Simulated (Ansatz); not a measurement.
# How fast states decay through CsLi2Br2Cl, part 2 of 2

Aim: relax a made-up compound, CsLi2Br2Cl, and see how good a tunnel barrier it would be. It is built by putting Cl for part of the Br in the CsLi2Br3 structure of space group Immm, with the volume rescaled by atomic radii. The parent structure comes from the Materials Project.

Ansatz 0.2.0; r2SCAN DFT, plane waves, PAW files (the session's first sound run).

So far. Step 2 (Relaxing the new crystal): The largest force component on a free atom ends at 0.0024 eV/Å.

The structure was built from a prototype and need not be the compound's stable phase.

### Step 3. Band edges

The energy window and the wavevectors of the next steps follow from the band edges, so these are searched first, off the mesh as well.

Input file input.yaml:

```yaml
crystal:
  lattice:
    - [-2.2718362431, 2.7861171938, 6.5533815312]
    - [2.2718362431, -2.7861171938, 6.5533815312]
    - [2.2718362431, 2.7861171938, -6.5533815312]
  atoms:
    - { symbol: Cs, position: [-0.0068753936, 0.4931246064, 0.5] }
    - { symbol: Li, position: [0.3083990112, 0.8083990112, 0.5] }
    - { symbol: Li, position: [0.6980531164, 0.1980531164, 0.5] }
    - { symbol: Cl, position: [0.7780233518, 0.7780233518, 0.0] }
    - { symbol: Br, position: [0.2212105173, 0.2212105173, 0.0] }
    - { symbol: Br, position: [0.5011893969, 0.0011893969, 0.5] }
kpoints:
  mp_grid: { grid: [6, 6, 6] }
  band_path: { path: [VBM, CBM], npoints: 30 }
scf:
  occupations: { method: fixed }
hamiltonian:
  xc: r2scan
output:
  eigenvalues: true
  write_potential: true
  write_density: true
  volumetric_format: npy
```

The run is started by

```bash
$ ansatz run input.yaml --threads 2 --pin off --max-ram 4096MiB --backend cpu --events-out ev --progress --plain --runs-dir out
```

Numbers of over 12 decimals in the logs are rounded to 6 here.

The program printed:

```text
[...]
Crystal: 6 atoms, lattice volume = 165.921 Å³
Basis set: ecut = 500 eV, 4213 PW (Γ), exchange–correlation on 240×240×240 points (64 copies of the dense FFT grid, shifted against one another)
Bands: 24, of which v1, the nominal top of the filled ones, is band 18 counted from 1 (17 counted from 0)
Symmetry: 4 space group operations
[...]
k-points: 46 of 216 (time reversal used)
[...]
SCF iter   1: F=—  HF=-12776.950908 eV  |F-HF|=—  |Δ(HF+E_count)|=         —  Δρ=3.00e-3  dr2=1.56e-2  dr2_τ=7.39e-3  ethr=1.77e-3  ⟨swp⟩=5.5  Hψ=5157  notcnv=0  defer=143
[...]
SCF iter   6: F=-12777.006758 eV  HF=-12777.006758 eV  |F-HF|=4.76e-9  |Δ(HF+E_count)|=   4.07e-7  Δρ=2.27e-6  dr2=8.98e-9  dr2_τ=6.96e-10  ethr=2.78e-10  ⟨swp⟩=12.1  Hψ=6315  notcnv=0
SCF 1 converged in 6 iterations: F = -12777.006758 eV  dr2 = 8.98e-9
[...]
NSCF: frozen V_eff on 46 k-points
[...]
SCF converged after 6 iterations
Free energy (F): -12777.006758 eV
[...]
Internal energy: -12777.006758 eV  (E = F + TS)
E sigma→0 (E₀):  -12777.006758 eV
Fermi energy:    1.575028 eV
[...]
--- Band table (eV; the first three rows and the last of 46) ---
  k-point 0: bands = [... 14 lower, 0.8646, 1.1237, 1.2699, 1.5750, 7.0070, 7.8943, 8.5370, 8.9560, ... 2 higher]
  k-point 1: bands = [... 14 lower, 0.7727, 0.9984, 1.1827, 1.4080, 7.6907, 8.4559, 9.0368, 9.0940, ... 2 higher]
  k-point 2: bands = [... 14 lower, 0.7499, 0.8132, 1.2065, 1.3340, 8.1734, 8.7489, 8.9036, 9.8777, ... 2 higher]
  k-point 45: bands = [... 14 lower, 0.8313, 1.1501, 1.2816, 1.3346, 7.3030, 8.2397, 8.2556, 8.5402, ... 2 higher]
```

The job ended after 41 s (2 threads of Arm Neoverse V2, shared host; peak memory 1.1 GiB; 82 s of CPU time).

Numbers from this step:

| Item | Value |
| --- | --- |
| Fermi energy | 1.575 eV |
| gap on the k-mesh | 5.432 eV |
| gap on path | 5.432 eV, by band count; negative where bands overlap |
| direct gap on path | 5.432 eV |
| edge places on path | 0, 0 1/A along the path |

Levels at VBM (eV): -6.54, -6.50, -6.29, -2.34, -1.96, -1.95, -1.01, -0.72, -0.71, -0.45, -0.31, 0.00, 5.43, 6.32, 6.96, 7.38, 7.82.

The searched edges give 5.43 eV, as on the mesh.

### Step 4. Decaying states in the gap

This step: r2SCAN DFT, plane waves, PAW files; complex bands by layer matching along the plane's normal (Ansatz 0.2.0).

The same crystal is laid in a cell whose first two vectors span the (001) plane (indices of the standard conventional cell, whose axes can be ordered otherwise than in the bulk input). At fixed energy and wavevector in the plane the solver finds all kz, real and complex. A few wavevectors are listed, (0, 0) and (0.5, 0) in units of the plane's reciprocal vectors; the slowest state needn't be among them.

Input file input.yaml:

```yaml
crystal:
  lattice:
    - [5.572234388, 0.0, 0.0]
    - [0.0, 4.543672486, 0.0]
    - [2.786117194, 2.271836243, 6.553381531]
  atoms:
    - { symbol: Cs, position: [0.9931246064, 0.4931246064, 0.0137507872] }
    - { symbol: Li, position: [0.3083990112, 0.8083990112, 0.3832019776] }
    - { symbol: Li, position: [0.6980531164, 0.1980531164, 0.6038937672] }
    - { symbol: Cl, position: [0.7780233518, 0.7780233518, 0.4439532964] }
    - { symbol: Br, position: [0.2212105173, 0.2212105173, 0.5575789654] }
    - { symbol: Br, position: [0.5011893969, 0.0011893969, 0.9976212062] }
kpoints:
  mp_grid: { grid: [6, 6, 6] }
scf:
  occupations: { method: fixed }
hamiltonian:
  xc: r2scan
output:
  eigenvalues: true
  transmission:
    leads: [[0, 0]]
    kpoints: [[0.0, 0.0], [0.5, 0.0]]
    e_range: [-1.0, 6.43]
    de: 0.19
```

The program printed:

```text
[...]
Crystal: 6 atoms, lattice volume = 165.921 Å³
Basis set: ecut = 500 eV, 4213 PW (Γ), exchange–correlation on 180×144×240 points (64 copies of the dense FFT grid, shifted against one another)
Bands: 24, of which v1, the nominal top of the filled ones, is band 18 counted from 1 (17 counted from 0)
Symmetry: 4 space group operations
[...]
k-points: 46 of 216 (time reversal used)
[...]
SCF iter   1: F=—  HF=-12776.950853 eV  |F-HF|=—  |Δ(HF+E_count)|=         —  Δρ=3.00e-3  dr2=1.55e-2  dr2_τ=7.41e-3  ethr=1.77e-3  ⟨swp⟩=5.6  Hψ=5183  notcnv=0  defer=141
[...]
SCF iter   6: F=-12777.006758 eV  HF=-12777.006758 eV  |F-HF|=4.86e-9  |Δ(HF+E_count)|=   4.14e-7  Δρ=2.25e-6  dr2=8.79e-9  dr2_τ=7.07e-10  ethr=2.78e-10  ⟨swp⟩=12.2  Hψ=6353  notcnv=0
SCF 1 converged in 6 iterations: F = -12777.006758 eV  dr2 = 8.79e-9
[...]
transmission: 12 of 24 steps passed
transmission: 24 of 24 steps passed
SCF converged after 6 iterations
Free energy (F): -12777.006758 eV
[...]
Internal energy: -12777.006758 eV  (E = F + TS)
E sigma→0 (E₀):  -12777.006758 eV
Fermi energy:    1.575030 eV
[...]
--- Band table (eV; the first three rows and the last of 46) ---
  k-point 0: bands = [... 14 lower, 0.8646, 1.1237, 1.2699, 1.5750, 7.0070, 7.8943, 8.5370, 8.9560, ... 2 higher]
  k-point 1: bands = [... 14 lower, 0.9140, 0.9770, 1.2709, 1.5368, 7.2332, 7.7772, 8.4530, 8.9568, ... 2 higher]
  k-point 2: bands = [... 14 lower, 0.8406, 1.0414, 1.2768, 1.4319, 7.3917, 7.9779, 8.3059, 8.4458, ... 2 higher]
  k-point 45: bands = [... 14 lower, 1.0264, 1.2234, 1.2596, 1.3619, 7.8184, 8.7073, 8.7792, 9.3639, ... 2 higher]
--- Transmission ---
  basis      : 269 plane waves across, 12 finite elements along
  points     : 2, as listed
  energies   : 40 from -1.000000 to 6.410000 eV about the Fermi level, 0.190000 eV apart; the leads are filled to 2.715966 eV, and channels, transmission and decay are at 2.800000 eV
  crystal 0  : Li2Cl1Br2Cs1, at the sites [0, 0], period 6.5534 Å: whole cells are its period
    offset         : up to 0.0000 Å between an atom of the period and one for which it stands
    channels       : 0.000000e0 a spin
    conductance    : none, the energies end too early or step too widely for 300 K: set another output.transmission.e_range or a lower de, or, where they end at an eighth of basis.ecutwfc, a higher one
    slowest decay  : 0.3824 /Å at (0.0000, 0.0000)
```

Run time: 59 s. Hardware: 2 threads; peak memory 1.2 GiB; 100 s of CPU time.

Numbers from this step:

- level to which the leads are filled: 2.716 eV from the Fermi level
- decay constant at the filling level, zone centre: 0.3824 Å⁻¹
- decay constant at the filling level, slowest listed point: 0.3824 Å⁻¹

K parallel (0, 0); values up to 1.5 1/Å, a degenerate pair printed once or twice; energies at which all values exceed this have no row. Table of Im kz of the slowest decaying states by energy, zero at the highest filled level on the SCF mesh:

| energy (eV) | decay 1 (Å⁻¹) | decay 2 (Å⁻¹) | decay 3 (Å⁻¹) | decay 4 (Å⁻¹) |
| --- | --- | --- | --- | --- |
| -1.00 | 0.352 | 0.424 | 0.558 | 0.994 |
| -0.05 | 0.229 | 0.467 | 0.499 | 0.504 |
| 1.09 | 0.363 | 0.581 | 0.627 | 0.695 |
| 2.04 | 0.390 | 0.581 | 0.643 | 0.671 |
| 2.99 | 0.377 | 0.546 | 0.611 | 0.626 |
| 3.94 | 0.328 | 0.480 | 0.543 | 0.587 |
| 5.08 | 0.180 | 0.329 | 0.430 | 0.513 |
| 6.03 | 0.0654 | 0.284 | 0.424 | 0.435 |

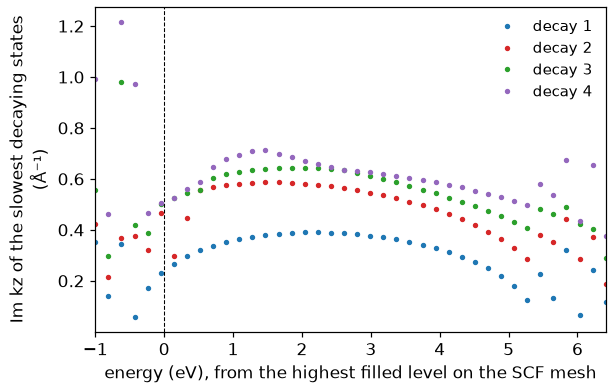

Im kz of the slowest decaying states, plotted against energy.

K parallel (0.5, 0); values up to 1.5 1/Å, a degenerate pair printed once or twice; energies at which all values exceed this have no row. The Im kz of the slowest decaying states by energy, zero at the highest filled level on the SCF mesh:

| energy (eV) | decay 1 (Å⁻¹) | decay 2 (Å⁻¹) | decay 3 (Å⁻¹) | decay 4 (Å⁻¹) |
| --- | --- | --- | --- | --- |
| -1.00 | 0.178 | 0.387 | 0.621 | 1.35 |
| -0.05 | 0.396 | 0.535 | 0.763 | 1.27 |
| 1.09 | 0.658 | 0.666 | 0.824 | 1.16 |
| 2.04 | 0.681 | 0.747 | 1.15 | 1.24 |
| 2.99 | 0.642 | 0.674 | 0.747 | 1.03 |
| 3.94 | 0.575 | 0.646 | 0.700 | 0.932 |
| 5.08 | 0.472 | 0.589 | 0.613 | 0.801 |
| 6.03 | 0.330 | 0.500 | 0.520 | 0.670 |

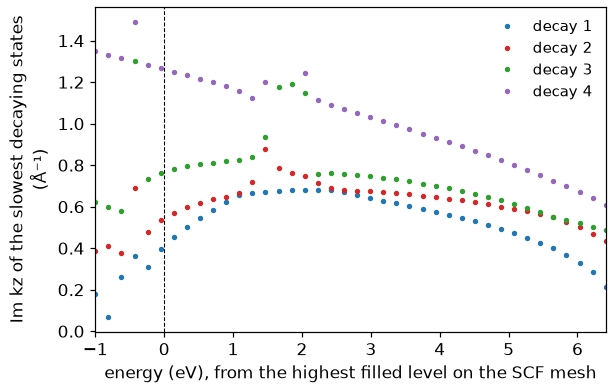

Im kz of the slowest decaying states against energy.

At the listed wavevectors the last open channel is at -0.05 eV and the next at +5.46 eV on the grid. At +2.80 eV, the grid energy nearest the filling level (the middle of the gap on the SCF mesh), the slowest state at the listed wavevectors decays with κ = 0.382 Å⁻¹, its amplitude falling by e over 2.6 Å. Through 1 nm of this crystal that state's transmission falls by exp(−2 × 0.382 Å⁻¹ × 10 Å) = 4.8e-4.

### Step 5. Band edges at another level, cutoff 420 eV

This step: PBE DFT, plane waves, PAW files (Ansatz 0.2.0).

The edges again with PBE, at the same atoms. Against that run the cutoff is 420 eV against 500.

Input file input.yaml:

```yaml
crystal:
  lattice:
    - [-2.2718362431, 2.7861171938, 6.5533815312]
    - [2.2718362431, -2.7861171938, 6.5533815312]
    - [2.2718362431, 2.7861171938, -6.5533815312]
  atoms:
    - { symbol: Cs, position: [-0.0068753936, 0.4931246064, 0.5] }
    - { symbol: Li, position: [0.3083990112, 0.8083990112, 0.5] }
    - { symbol: Li, position: [0.6980531164, 0.1980531164, 0.5] }
    - { symbol: Cl, position: [0.7780233518, 0.7780233518, 0.0] }
    - { symbol: Br, position: [0.2212105173, 0.2212105173, 0.0] }
    - { symbol: Br, position: [0.5011893969, 0.0011893969, 0.5] }
kpoints:
  mp_grid: { grid: [6, 6, 6] }
  band_path: { path: [VBM, CBM], npoints: 30 }
scf:
  occupations: { method: fixed }
hamiltonian:
  xc: pbe
output:
  eigenvalues: true
```

The program printed:

```text
[...]
Crystal: 6 atoms, lattice volume = 165.921 Å³
Basis set: ecut = 420 eV, 3259 PW (Γ), FFT grids on a1+a3, a2+a3, a3
Bands: 24, of which v1, the nominal top of the filled ones, is band 18 counted from 1 (17 counted from 0)
Symmetry: 4 space group operations
[...]
k-points: 46 of 216 (time reversal used)
[...]
SCF iter   1: F=—  HF=-12736.255835 eV  |F-HF|=—  |Δ(HF+E_count)|=         —  Δρ=4.10e-4  dr2=7.17e-4  ethr=1.77e-3  ⟨swp⟩=5.3  Hψ=4988  notcnv=0  defer=151
[...]
SCF iter   6: F=-12736.255102 eV  HF=-12736.255102 eV  |F-HF|=6.49e-9  |Δ(HF+E_count)|=   1.66e-7  Δρ=3.08e-6  dr2=1.94e-8  ethr=2.78e-10  ⟨swp⟩=12.0  Hψ=6279  notcnv=0
SCF 1 converged in 6 iterations: F = -12736.255102 eV  dr2 = 1.94e-8
[...]
SCF converged after 6 iterations
Free energy (F): -12736.255102 eV
[...]
Internal energy: -12736.255102 eV  (E = F + TS)
E sigma→0 (E₀):  -12736.255102 eV
Fermi energy:    1.945567 eV
[...]
--- Band table (eV; the first three rows and the last of 46) ---
  k-point 0: bands = [... 14 lower, 1.2438, 1.5096, 1.6492, 1.9456, 6.6607, 7.7359, 8.2725, 8.6751, ... 2 higher]
  k-point 1: bands = [... 14 lower, 1.1468, 1.3829, 1.5607, 1.7812, 7.3521, 8.2544, 8.7832, 8.8936, ... 2 higher]
  k-point 2: bands = [... 14 lower, 1.1330, 1.1927, 1.5873, 1.7090, 7.9736, 8.4344, 8.5713, 9.5174, ... 2 higher]
  k-point 45: bands = [... 14 lower, 1.2165, 1.5243, 1.6610, 1.7060, 7.1979, 7.9792, 8.0943, 8.1713, ... 2 higher]
```

It took 20 s on 2 threads; peak memory 0.44 GiB; 40 s of CPU time.

This step gave:

* free energy: -12736.2551 eV
* Fermi energy: 1.946 eV
* gap on the k-mesh: 4.715 eV
* gap on path: 4.715 eV, by band count; negative where bands overlap
* direct gap on path: 4.715 eV

Levels at VBM (eV): -6.39, -6.36, -6.15, -2.31, -1.92, -1.92, -0.98, -0.71, -0.70, -0.44, -0.30, 0.00, 4.72, 5.79, 6.33, 6.73, 7.24, 7.57.

The searched edges give 4.72 eV, as on the mesh.

### Step 6. Complex bands at another level, cutoff 420 eV

This step: PBE DFT, plane waves, PAW files; complex bands by layer matching along the plane's normal (Ansatz 0.2.0).

The complex bands at that level, over its own gap, at (0, 0) and (0.5, 0).

Input file input.yaml:

```yaml
crystal:
  lattice:
    - [5.572234388, 0.0, 0.0]
    - [0.0, 4.543672486, 0.0]
    - [2.786117194, 2.271836243, 6.553381531]
  atoms:
    - { symbol: Cs, position: [0.9931246064, 0.4931246064, 0.0137507872] }
    - { symbol: Li, position: [0.3083990112, 0.8083990112, 0.3832019776] }
    - { symbol: Li, position: [0.6980531164, 0.1980531164, 0.6038937672] }
    - { symbol: Cl, position: [0.7780233518, 0.7780233518, 0.4439532964] }
    - { symbol: Br, position: [0.2212105173, 0.2212105173, 0.5575789654] }
    - { symbol: Br, position: [0.5011893969, 0.0011893969, 0.9976212062] }
kpoints:
  mp_grid: { grid: [6, 6, 6] }
scf:
  occupations: { method: fixed }
hamiltonian:
  xc: pbe
output:
  eigenvalues: true
  transmission:
    leads: [[0, 0]]
    kpoints: [[0.0, 0.0], [0.5, 0.0]]
    e_range: [-1.0, 5.72]
    de: 0.17
```

The program printed:

```text
[...]
Crystal: 6 atoms, lattice volume = 165.921 Å³
Basis set: ecut = 420 eV, 3259 PW (Γ)
Bands: 24, of which v1, the nominal top of the filled ones, is band 18 counted from 1 (17 counted from 0)
Symmetry: 4 space group operations
[...]
k-points: 46 of 216 (time reversal used)
[...]
SCF iter   1: F=—  HF=-12736.256008 eV  |F-HF|=—  |Δ(HF+E_count)|=         —  Δρ=4.09e-4  dr2=7.11e-4  ethr=1.77e-3  ⟨swp⟩=5.2  Hψ=4940  notcnv=0  defer=152
[...]
SCF iter   6: F=-12736.255102 eV  HF=-12736.255102 eV  |F-HF|=9.64e-10  |Δ(HF+E_count)|=   4.38e-8  Δρ=2.37e-6  dr2=1.05e-8  ethr=2.78e-10  ⟨swp⟩=12.0  Hψ=6379  notcnv=0
SCF 1 converged in 6 iterations: F = -12736.255102 eV  dr2 = 1.05e-8
[...]
transmission: 12 of 24 steps passed
transmission: 24 of 24 steps passed
SCF converged after 6 iterations
Free energy (F): -12736.255102 eV
[...]
Internal energy: -12736.255102 eV  (E = F + TS)
E sigma→0 (E₀):  -12736.255102 eV
Fermi energy:    1.945526 eV
[...]
--- Band table (eV; the first three rows and the last of 46) ---
  k-point 0: bands = [... 14 lower, 1.2437, 1.5095, 1.6491, 1.9455, 6.6607, 7.7359, 8.2725, 8.6750, ... 2 higher]
  k-point 1: bands = [... 14 lower, 1.2891, 1.3577, 1.6500, 1.9076, 6.9028, 7.6181, 8.1849, 8.6593, ... 2 higher]
  k-point 2: bands = [... 14 lower, 1.2255, 1.4157, 1.6560, 1.8032, 7.2612, 7.6268, 8.0408, 8.2777, ... 2 higher]
  k-point 45: bands = [... 14 lower, 1.4058, 1.6063, 1.6306, 1.7434, 7.6182, 8.3885, 8.4601, 9.0598, ... 2 higher]
--- Transmission ---
  basis      : 221 plane waves across, 12 finite elements along
  points     : 2, as listed
[...]
channels       : 0.000000e0 a spin
[...]
slowest decay  : 0.3578 /Å at (0.0000, 0.0000)
```

Run time: 37 s. Hardware: 2 threads; peak memory 0.74 GiB.

Numbers from this step:

```yaml
level_to_which_the_leads_are_filled: 2.358 eV from the Fermi level
decay_constant_at_the_filling_level_zone_centre: 0.3578 Å⁻¹
decay_constant_at_the_filling_level_slowest_listed_point: 0.3578 Å⁻¹
```

K parallel (0, 0); values up to 1.5 1/Å, a degenerate pair printed once or twice; energies at which all values exceed this have no row. Im kz of the slowest decaying states against energy, zero at the highest filled level on the SCF mesh:

| energy (eV) | decay 1 (Å⁻¹) | decay 2 (Å⁻¹) | decay 3 (Å⁻¹) | decay 4 (Å⁻¹) |
| --- | --- | --- | --- | --- |
| -1.00 | 0.121 | 0.357 | 0.427 | 0.557 |
| 0.02 | 0.115 | 0.236 | 0.482 | 0.497 |
| 1.04 | 0.345 | 0.565 | 0.611 | 0.683 |
| 2.06 | 0.364 | 0.558 | 0.623 | 0.646 |
| 3.08 | 0.329 | 0.508 | 0.575 | 0.596 |
| 3.93 | 0.252 | 0.431 | 0.503 | 0.551 |
| 4.95 | 0.242 | 0.383 | 0.472 | 0.576 |

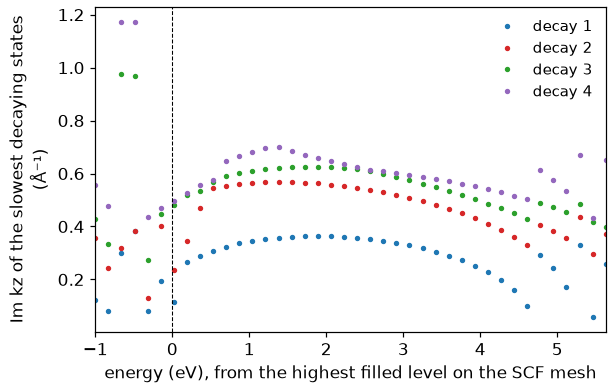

Im kz of the slowest decaying states, plotted against energy.

K parallel (0.5, 0); values up to 1.5 1/Å, a degenerate pair printed once or twice; energies at which all values exceed this have no row. Table of Im kz of the slowest decaying states by energy, zero at the highest filled level on the SCF mesh:

| energy (eV) | decay 1 (Å⁻¹) | decay 2 (Å⁻¹) | decay 3 (Å⁻¹) | decay 4 (Å⁻¹) |
| --- | --- | --- | --- | --- |
| -1.00 | 0.203 | 0.377 | 0.602 | 1.32 |
| 0.02 | 0.415 | 0.541 | 0.755 | 1.22 |
| 1.04 | 0.644 | 0.659 | 0.804 | 1.10 |
| 2.06 | 0.664 | 0.698 | 0.736 | 1.16 |
| 3.08 | 0.601 | 0.649 | 0.712 | 0.986 |
| 3.93 | 0.532 | 0.616 | 0.658 | 0.886 |
| 4.95 | 0.419 | 0.555 | 0.560 | 0.755 |

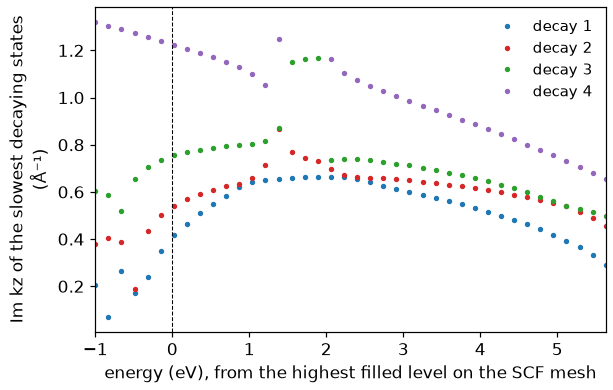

Im kz of the slowest decaying states against energy.

At the listed wavevectors the last open channel is at -0.15 eV and the next at +4.78 eV on the grid. At +2.40 eV, the grid energy nearest the filling level (the middle of the gap on the SCF mesh), the slowest state at the listed wavevectors decays with κ = 0.358 Å⁻¹, its amplitude falling by e over 2.8 Å; the first such run, plane (001), gave 0.382 Å⁻¹.

### Step 7. Outcome

```
band gap                                         : 5.43 eV
least decay constant at mid-gap, normal to (001) : 0.382 Å⁻¹
least decay constant, PBE                        : 0.358 Å⁻¹
```

With r2SCAN, the slowest decay at the wavevectors tried is κ = 0.382 Å⁻¹, normal to (001). Through such a film the transmission near mid-gap falls as exp(−2κd), a factor of ten every 3.0 Å. A free electron under a barrier of half the gap would need a mass of 0.21 mₑ to decay at this rate. With PBE the gap goes from 5.43 to 4.72 eV and the decay constant, over the first 2 listed wavevectors, from 0.382 to 0.358 Å⁻¹. The compound is made up by substitution; its stability against other phases and against distortions of the cell's symmetry was not tested. r2SCAN still narrows gaps, if less than LDA and GGA do, so real decay constants are likely larger.

[Logs are printed without paths, hosts, clocks, repeated set-up lines and the standing remarks that a program may print on its own settings, such as how far it seeks lower states.]

[Hosts, paths, dates, database ids (printed as entryN), source tags and the programs' standing remarks are cut or masked in the printed files.]

[New means built here by substitution; the compound itself may be known and measured.]
